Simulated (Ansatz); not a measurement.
```xyz
13

C    -1.7879    0.1422   -0.3666
N    -0.5468   -0.1768   -1.0400
Si    1.0242    0.1368   -0.4731
C     1.2091   -0.3227    1.3137
F     1.4392    1.6907   -0.5710
H    -1.6153    0.2202    0.7087
H    -2.5320   -0.6459   -0.5155
H    -2.2244    1.0917   -0.6976
H    -0.6575   -0.3438   -2.0275
H     1.9481   -0.5823   -1.3832
H     0.5488    0.2711    1.9508
H     2.2339   -0.1371    1.6439
H     0.9812   -1.3788    1.4722
```

Geometry: PBE0-D4/def2-TZVP.

The calculation used Ansatz 0.2.0, RKS PBE0-D4/def2-TZVPP.

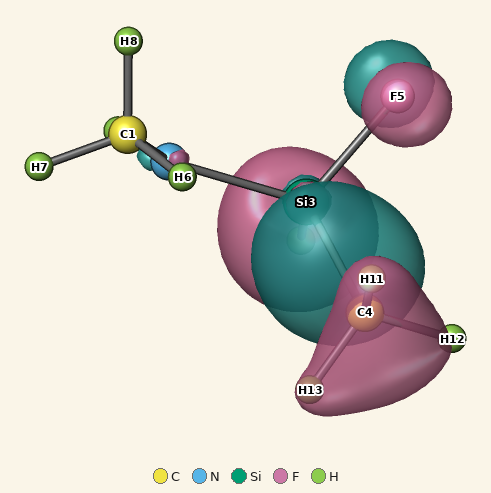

C2H8FNSi. The HOMO−1 at ±0.15 Å⁻³ᐟ² (teal and pink are the two phases), seen at an oblique angle.

**Where does this orbital lie, and at what energy?**

By Hirshfeld shares it lies mainly on C4 (about 30 %), Si3 (about 25 %), H10 (about 20 %) and F5 (about 10 %). Its energy is −8.91 eV.
